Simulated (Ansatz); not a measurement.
**One shape, several levels: singlet O2F+**

We compute a comparison of 6 runs (HF/STO-3G, HF/3-21G, B3LYP/6-31G*, PBE0/def2-TZVPPD, SVWN5/def2-TZVPPD, r2SCAN/def2-TZVPPD) of singlet O2F+. 

The calculation is run with Ansatz 0.2.0.

19 further runs of the same task are left out: 19 set aside as unsound or not needed.

## Step 1: The structure to begin with

The species is O2F+ (3 atoms), meant as a singlet with charge +1. SMILES of the parent species: `[O]OF`. The shape is that of a PBE0-D4/def2-TZVP optimisation. That shape belongs to the parent species and isn't relaxed for this state.

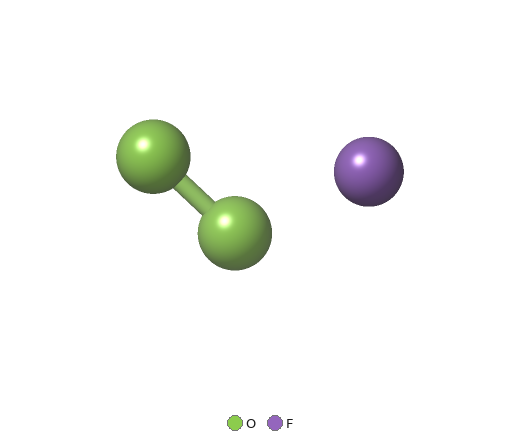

The structure, seen from a chosen angle (oxygen green, fluorine purple).

## Step 2: The energy at HF/STO-3G (run 1)

molecule.yaml

```yaml
crystal:
  periodic: [false, false, false]
  atoms:
    - symbol: O
      position_ang: [0.933400, -0.295440, 0.482240]
    - symbol: O
      position_ang: [0.133270, 0.497870, 0.127930]
    - symbol: F
      position_ang: [-1.066650, -0.202430, -0.610160]
basis:
  gaussian:
    orbitals: STO-3G
total_charge: 1
hamiltonian:
  xc: hf
accuracy: high
output: {orbitals: {seedname: orbitals}}
```

Started as:

```console
ansatz run molecule.yaml --threads 1 --pin off --max-ram 3480MiB --events-out events.jsonl --progress --plain --runs-dir runs
```

Standard output:

```text
Warning: RAYON_NUM_THREADS=1 ignored (pool sized by the plan → 1); use --threads N
Functional definition: HF
  name "HF"
  exchange = exact_x
  correlation = 0
250 factors; integrals over basis functions are off by at most 5.0e-8 eV
mean field evaluation 1: about -6659.5731 eV, gradient 3.7e1 eV
mean field evaluation 2: about -6659.7184 eV, gradient 3.7e1 eV
mean field evaluation 4: about -6669.3284 eV, gradient 1.5e1 eV
mean field evaluation 8: about -6671.6574 eV, gradient 5.7e-1 eV
mean field evaluation 16: about -6671.6380 eV, gradient 1.2e-8 eV
mean field evaluation 32: about -6643.8202 eV, gradient 4.2e1 eV
mean field evaluation 64: about -6671.4808 eV, gradient 2.0e-1 eV
mean field -6671.63798234 eV, -245.1781736524 hartree, gradient 1.2e-8 eV, S^2 0.000000; 0 other end points of the search recorded, 0 dependent functions left out
reference -6671.63798234 eV, -245.1781736524 hartree; 12, 12 occupied and 3, 3 virtual orbitals, 250 factors
Total energy: -6671.63798234 eV, -245.1781736524 hartree
```

It took 0.1 s on 1 thread of Arm Neoverse V1, shared host.

## Step 3: A single-point energy at HF/3-21G (run 2)

input.yaml

```yaml
crystal:
  periodic: [false, false, false]
  atoms:
    - {symbol: O, position_ang: [0.933400, -0.295440, 0.482240]}
    - {symbol: O, position_ang: [0.133270, 0.497870, 0.127930]}
    - {symbol: F, position_ang: [-1.066650, -0.202430, -0.610160]}
basis:
  gaussian:
    orbitals: 3-21G.json
total_charge: 1
output: {orbitals: {seedname: orbitals}}
hamiltonian:
  xc: hf
accuracy: high
```

The basis set 3-21G is read from a file made from the Basis Set Exchange's data (not shown).

Started as:

```console
ansatz run input.yaml --threads 1 --pin off --max-ram 3480MiB --events-out events.jsonl --progress --plain --runs-dir runs
```

Standard output:

```text
Warning: RAYON_NUM_THREADS=1 ignored (pool sized by the plan → 1); use --threads N
Functional definition: HF
  name "HF"
  exchange = exact_x
  correlation = 0
456 factors; integrals over basis functions are off by at most 4.4e-9 eV
mean field evaluation 1: about -6711.5994 eV, gradient 6.1e1 eV
mean field evaluation 2: about -6711.6044 eV, gradient 6.1e1 eV
mean field evaluation 4: about -6719.9009 eV, gradient 1.6e1 eV
mean field evaluation 8: about -6722.1016 eV, gradient 2.0e0 eV
mean field evaluation 16: about -6722.1121 eV, gradient 8.3e-9 eV
mean field evaluation 32: about -6718.0878 eV, gradient 2.2e1 eV
mean field -6722.11212865 eV, -247.0330643167 hartree, gradient 2.6e-8 eV, S^2 0.000000; 0 other end points of the search recorded, 0 dependent functions left out
reference -6722.11212865 eV, -247.0330643167 hartree; 12, 12 occupied and 15, 15 virtual orbitals, 456 factors
Total energy: -6722.11212865 eV, -247.0330643167 hartree
```

It took 0.14 s on 1 thread of Arm Neoverse V1, shared host.

Runs 3 to 4 aren't shown in full; the table further down has their settings and results.

## Step 4: The energy at SVWN5/def2-TZVPPD (run 5)

job.yaml

```yaml
crystal:
  periodic: [false, false, false]
  atoms:
    - {symbol: O, position_ang: [0.933400, -0.295440, 0.482240]}
    - {symbol: O, position_ang: [0.133270, 0.497870, 0.127930]}
    - {symbol: F, position_ang: [-1.066650, -0.202430, -0.610160]}
basis:
  gaussian: {orbitals: def2-TZVPPD.json}
total_charge: 1
hamiltonian: {xc: {name: SVWN5}}
accuracy: high
output: {orbitals: {seedname: orbitals}}
```

The basis set def2-TZVPPD is read from a file made from the Basis Set Exchange's data (not shown).

Started as:

```console
ansatz run job.yaml --threads 1 --pin off --max-ram 3480MiB --events-out events.jsonl --progress --plain --runs-dir runs
```

Standard output:

```text
Warning: RAYON_NUM_THREADS=1 ignored (pool sized by the plan → 1); use --threads N
Functional definition: SVWN5
  name "SVWN5"
  exchange = slater_x
  correlation = vwn5_c
1818 factors; integrals over basis functions are off by at most 3.7e-9 eV
mean field evaluation 1: about -6740.1796 eV, gradient 7.9e1 eV
mean field evaluation 2: about -6425.3041 eV, gradient 2.9e2 eV
mean field evaluation 4: about -6746.2339 eV, gradient 5.1e1 eV
mean field evaluation 8: about -6749.8432 eV, gradient 1.1e1 eV
mean field evaluation 16: about -6750.0495 eV, gradient 2.3e-3 eV
mean field evaluation 32: about -6742.8816 eV, gradient 2.0e0 eV
mean field -6750.04953427 eV, -248.0597450366 hartree, gradient 3.0e-8 eV, S^2 0.000000; 3 other end points of the search recorded, 0 dependent functions left out
reference -6750.04953980 eV, -248.0597452397 hartree; 12, 12 occupied and 108, 108 virtual orbitals, 1818 factors
Total energy: -6750.04953980 eV, -248.0597452397 hartree
```

It took 5.1 s on 1 thread of Arm Neoverse V1, shared host; peak memory 0.26 GiB.

## Step 5: A single-point energy at r2SCAN/def2-TZVPPD (run 6)

molecule.yaml

```yaml
basis:
  gaussian: {orbitals: def2-TZVPPD.json}
crystal:
  periodic: [false, false, false]
  atoms:
    - {symbol: O, position_ang: [0.933400, -0.295440, 0.482240]}
    - {symbol: O, position_ang: [0.133270, 0.497870, 0.127930]}
    - {symbol: F, position_ang: [-1.066650, -0.202430, -0.610160]}
total_charge: 1
output: {orbitals: {seedname: orbitals}}
hamiltonian: {xc: {name: r2SCAN}}
accuracy: high
magnetization: {spin_polarized: false, initial_magnetization: 0}
```

The basis set def2-TZVPPD is read from a file made from the Basis Set Exchange's data (not shown).

Started as:

```console
ansatz run molecule.yaml --threads 1 --pin off --max-ram 3480MiB --events-out events.jsonl --progress --plain --runs-dir runs
```

Standard output:

```text
Warning: RAYON_NUM_THREADS=1 ignored (pool sized by the plan → 1); use --threads N
Functional definition: r2SCAN
  name "r2SCAN"
  parameter k0 = 0.174
  parameter k1 = 0.065
  parameter a1 = 4.9479
  exchange = r2scan_x(k0 = k0, k1 = k1, a1 = a1)
  correlation = r2scan_c
1818 factors; integrals over basis functions are off by at most 3.7e-9 eV
mean field evaluation 1: about -6782.4063 eV, gradient 7.7e1 eV
mean field evaluation 2: about -6469.4151 eV, gradient 2.9e2 eV
mean field evaluation 4: about -6790.1727 eV, gradient 3.8e1 eV
mean field evaluation 8: about -6792.3251 eV, gradient 2.3e0 eV
mean field evaluation 16: about -6792.3295 eV, gradient 1.2e-3 eV
mean field -6792.32945703 eV, -249.6135035397 hartree, gradient 7.4e-8 eV, S^2 0.000000; 0 other end points of the search recorded, 0 dependent functions left out
reference -6792.32945853 eV, -249.6135035949 hartree; 12, 12 occupied and 108, 108 virtual orbitals, 1818 factors
Total energy: -6792.32945853 eV, -249.6135035949 hartree
```

Run time: 8.1 s. Hardware: 1 thread of Arm Neoverse V1, shared host; peak memory 0.28 GiB.

## Step 6: All runs side by side

| run | level | Cartesian functions | energy (Eh) | HOMO energy (eV) | LUMO energy (eV) | HOMO–LUMO gap (eV) | wall time |
| --- | --- | --- | --- | --- | --- | --- | --- |
| 1 | HF/STO-3G | no | -245.178174 | -22.69 | -8.15 | 14.54 | 0.1 s |
| 2 | HF/3-21G | no | -247.033064 | -25.13 | -10.85 | 14.28 | 0.14 s |
| 3 | B3LYP/6-31G* (Cartesian functions) | yes | -249.585580 | -20.50 | -16.54 | 3.96 | 1.4 s |
| 4 | PBE0/def2-TZVPPD | no | -249.449979 | -20.83 | -16.26 | 4.57 | 5.4 s |
| 5 | SVWN5/def2-TZVPPD | no | -248.059745 | -18.95 | -17.48 | 1.46 | 5.1 s |
| 6 | r2SCAN/def2-TZVPPD | no | -249.613504 | -19.27 | -17.34 | 1.93 | 8.1 s |

## Step 7: Results

```
            quantity          value
 run 6: total energy  -249.61350 Eh
  run 6: HOMO energy      -19.27 eV
  run 6: LUMO energy      -17.34 eV
run 6: HOMO–LUMO gap        1.93 eV
```

The HOMO–LUMO gap runs from 1.46 eV (SVWN5/def2-TZVPPD) to 14.54 eV (HF/STO-3G). The two ends differ in method and basis. Totals of different functionals can't be ranked against each other. In run 1 the basis is minimal, so the values are rough. All runs together took 20 s, the longest 8.1 s.
